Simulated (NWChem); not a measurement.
# MgHSCl (SMILES [SH][Mg][Cl]): a chain of runs

Wanted: a structure relaxation (HF/DGauss-DZVP), then the harmonic vibrations, then magnetic shielding of MgHSCl. 

Program for the calculation: NWChem 7.3.0.

2 further runs of the same task are left out: 2 set aside as unsound or not needed.

## Step 1: The structure to begin with

MgHSCl has 4 atoms, charge 0, and is taken as a singlet. SMILES: `[SH][Mg][Cl]`. The shape is that of a PBE0-D4/def2-TZVP optimisation. The run starts from this shape.

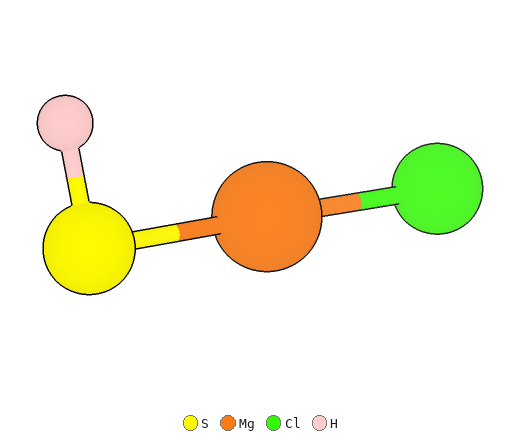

Viewed from a chosen angle; sulfur yellow, magnesium orange, chlorine green, hydrogen pink.

## Step 2: A structure relaxation at HF/DGauss-DZVP (run 1)

The input, clhmgs.xyz:

```xyz
4
ClHMgS hf
S     -0.319800     1.572300    -0.514300
Mg    -0.241400    -0.656200    -0.055400
Cl    -0.189400    -2.791200     0.368500
H      0.806300     1.814800     0.180700
```

The input, clhmgs.nw:

```
start clhmgs
title "ClHMgS hf"
memory total 2200 mb
charge 0

geometry units angstroms noautosym
 load clhmgs.xyz
end

basis spherical
 * library "dzvp (dft orbital)"
end

scf
 singlet
 rhf
 thresh 1e-06
 direct
 print low
end

driver
 maxiter 30
 xyz clhmgs
end

task scf optimize
```

Run with:

```console
$ nwchem clhmgs.nw > clhmgs.out
```

The program printed:

```text
[...]
  functions       =    56
[...]
  wavefunction    = RHF
[...]
         Total SCF energy =  -1057.166670212831
[...]
@    0   -1057.16667021  0.0D+00  0.00863  0.00526  0.00000  0.00000      7.5
[...]
         Total SCF energy =  -1057.166973706761
[...]
@    1   -1057.16697639 -3.1D-04  0.00602  0.00336  0.04743  0.11527     17.0
[...]
@    4   -1057.16734131 -5.9D-06  0.00050  0.00029  0.00707  0.01976     44.8
[...]
         Total SCF energy =  -1057.167343521977
[...]
         Total SCF energy =  -1057.167343936585
[...]
@    5   -1057.16734394 -2.6D-06  0.00004  0.00002  0.00499  0.00961     53.4
[...]
         Total SCF energy =  -1057.167343940676
      One-electron energy =  -1735.279032633823
      Two-electron energy =    542.781651857805
 Nuclear repulsion energy =    135.330036835342
        Time for solution =      2.2s
 Line search:
[...]
         Total SCF energy =  -1057.167343940676
[...]
                         RHF ENERGY GRADIENTS
    atom               coordinates                        gradient
                 x          y          z           x          y          z
   1 S      -0.140787   4.147020  -0.850032   -0.000001   0.000027  -0.000006
   2 Mg     -0.033650  -0.119450  -0.000153    0.000001  -0.000045   0.000010
   3 Cl      0.040867  -4.219894   0.797793   -0.000000   0.000019  -0.000004
   4 H       1.952250   4.737484   0.415983   -0.000000  -0.000001   0.000000
[...]
@    6   -1057.16734394 -4.1D-09  0.00003  0.00001  0.00008  0.00016     58.1
[...]
      Optimization converged
[...]
@    6   -1057.16734394 -4.1D-09  0.00003  0.00001  0.00008  0.00016     58.1
[...]
```

Wall time 59 s (1 thread of Intel Xeon Platinum 8259CL at 2.50GHz (Skylake/Cascade Lake), shared host); peak memory 0.1 GiB.

The path in brief:

| step | energy from the first frame kept (eV) |
| --- | --- |
| 0 | 0.0000 |
| 1 | -0.0083 |
| 2 | -0.0156 |
| 3 | -0.0181 |
| 4 | -0.0183 |
| 5 | -0.0183 |
| 6 | -0.0183 |

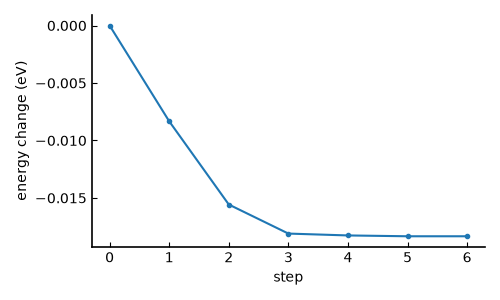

Energy along the run.

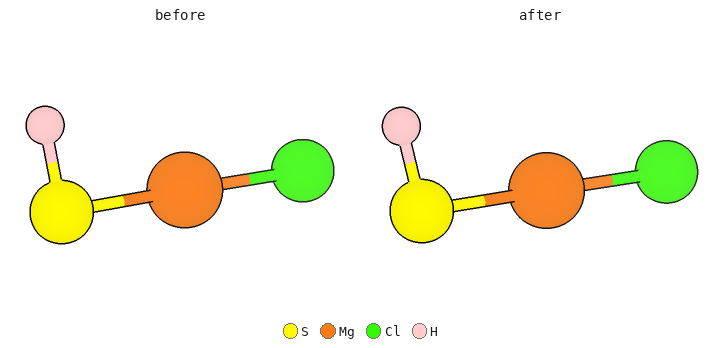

Before and after, at one scale.

After the run. Bond lengths: S1–Mg2 2.303 Å, Mg2–Cl3 2.211 Å, S1–H4 1.332 Å. Angles: S1–Mg2–Cl3 179.5°, Mg2–S1–H4 96.4°.

## Step 3: The harmonic vibrations at HF/DGauss-DZVP (run 2)

The input, clhmgs.xyz:

```xyz
4
ClHMgS frequencies
S     -0.074501     2.194509    -0.449817
Mg    -0.017807    -0.063210    -0.000081
Cl     0.021626    -2.233072     0.422174
H      1.033086     2.506969     0.220129
```

The input, clhmgs.nw:

```
start clhmgs
title "ClHMgS frequencies"
memory 2200 mb

geometry
  load format xyz clhmgs.xyz
end

basis spherical
  * library "dzvp (dft orbital)"
end

scf
  thresh 1e-06
  direct
  print low
end

freq
  temp 1 310
end

task scf freq
```

Run with:

```console
$ nwchem clhmgs.nw > clhmgs.out
```

The program printed:

```text
[...]
 Group name             Cs
[...]
  functions       =    56
[...]
  wavefunction    = RHF
[...]
         Total SCF energy =  -1057.167343939680
      One-electron energy =  -1735.279016083224
      Two-electron energy =    542.781643764612
 Nuclear repulsion energy =    135.330028378931
        Time for solution =      4.7s
[...]
 Zero-Point correction to Energy  =    6.494 kcal/mol  (  0.010349 au)
 Thermal correction to Energy     =    9.805 kcal/mol  (  0.015626 au)
 Thermal correction to Enthalpy   =   10.421 kcal/mol  (  0.016607 au)
 Total Entropy                    =   72.742 cal/mol-K
   - Translational                =   39.643 cal/mol-K (mol. weight =  91.9338)
   - Rotational                   =   23.860 cal/mol-K (symmetry #  =        1)
   - Vibrational                  =    9.239 cal/mol-K
 Cv (constant volume heat capacity) =   13.756 cal/mol-K
   - Translational                  =    2.979 cal/mol-K
   - Rotational                     =    2.979 cal/mol-K
   - Vibrational                    =    7.797 cal/mol-K
[...]
 Normal Eigenvalue ||           Projected Infra Red Intensities
  Mode   [cm**-1]  || [atomic units] [(debye/angs)**2] [(KM/mol)] [arbitrary]
 ------ ---------- || -------------- ----------------- ---------- -----------
    1       -0.000 ||    0.000070           0.002         0.068       0.024
    2       -0.000 ||    0.000089           0.002         0.087       0.030
    3       -0.000 ||    0.000004           0.000         0.004       0.001
    4       -0.000 ||    0.000295           0.007         0.288       0.100
    5       -0.000 ||    0.018039           0.416        17.585       6.127
    6        0.000 ||    0.000000           0.000         0.000       0.000
    7      104.400 ||    0.067885           1.566        66.178      23.059
    8      112.565 ||    0.070729           1.632        68.950      24.025
    9      303.777 ||    0.000336           0.008         0.328       0.114
   10      572.625 ||    0.055160           1.273        53.772      18.737
   11      599.192 ||    0.126898           2.928       123.706      43.104
   12     2852.084 ||    0.013771           0.318        13.425       4.678
 ----------------------------------------------------------------------------
[...]
```

Run time: 30 s. Hardware: 1 thread of Intel Xeon Platinum 8259CL at 2.50GHz (Skylake/Cascade Lake), shared host; peak memory 0.11 GiB.

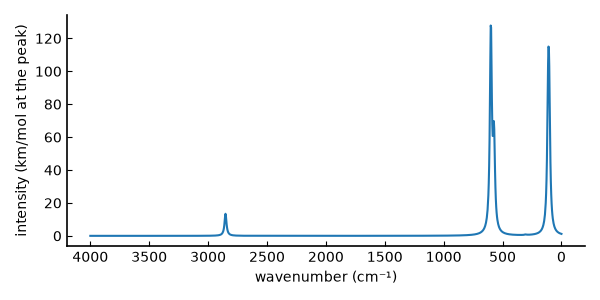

Harmonic infrared spectrum, unscaled, lines broadened by 10 cm⁻¹.

## Step 4: Magnetic shielding at HF/DGauss-DZVP (run 3)

The input, clhmgs.nw:

```
start clhmgs
title "ClHMgS"
memory stack 880 mb heap 220 mb global 1100 mb

geometry noautosym
 S       -0.074501       2.194509      -0.449817
 Mg      -0.017807      -0.063210      -0.000081
 Cl       0.021626      -2.233072       0.422174
 H        1.033086       2.506969       0.220129
end

basis spherical
 * library "dzvp (dft orbital)"
end

scf
 thresh 1e-06
 direct
 print low
end

property
 shielding
end

task scf property
```

Run with:

```console
$ nwchem clhmgs.nw > clhmgs.out
```

The program printed:

```text
[...]
  functions       =    56
[...]
  wavefunction    = RHF
[...]
         Total SCF energy =  -1057.167343940712
      One-electron energy =  -1735.279016047570
      Two-electron energy =    542.781643743760
 Nuclear repulsion energy =    135.330028363099
        Time for solution =      4.6s
[...]
           isotropic =     872.1708
[...]
           isotropic =     511.4963
[...]
           isotropic =    1091.2810
[...]
           isotropic =      34.2311
[...]
```

Run time: 21 s. Hardware: 1 thread of Intel Xeon Platinum 8259CL at 2.50GHz (Skylake/Cascade Lake), shared host; peak memory 0.1 GiB.

## Step 5: What came out

| quantity | value |
| --- | --- |
| run 1, HF/DGauss-DZVP: total energy at the end | -1057.16734 Eh |
| run 2, HF/DGauss-DZVP: lowest harmonic wavenumber | 104 cm⁻¹ |
| run 2, HF/DGauss-DZVP: highest harmonic wavenumber | 2852 cm⁻¹ |
| run 2, HF/DGauss-DZVP: zero-point energy | 27.2 kJ/mol |
| run 2, HF/DGauss-DZVP: ideal-gas entropy at 310 K (symmetry number 1 as used) | 72.7 cal/(mol K) |
| run 3, HF/DGauss-DZVP: isotropic shielding of S1 | 872.2 ppm |
| run 3, HF/DGauss-DZVP: isotropic shielding of Mg2 | 511.5 ppm |
| run 3, HF/DGauss-DZVP: isotropic shielding of Cl3 | 1091.3 ppm |

**Reading.** The optimisation (run 1, HF/DGauss-DZVP) took 7 steps and changed the energy by -0.018 eV. All 6 modes (run 2, HF/DGauss-DZVP) are real, so the shape is a minimum at this level.
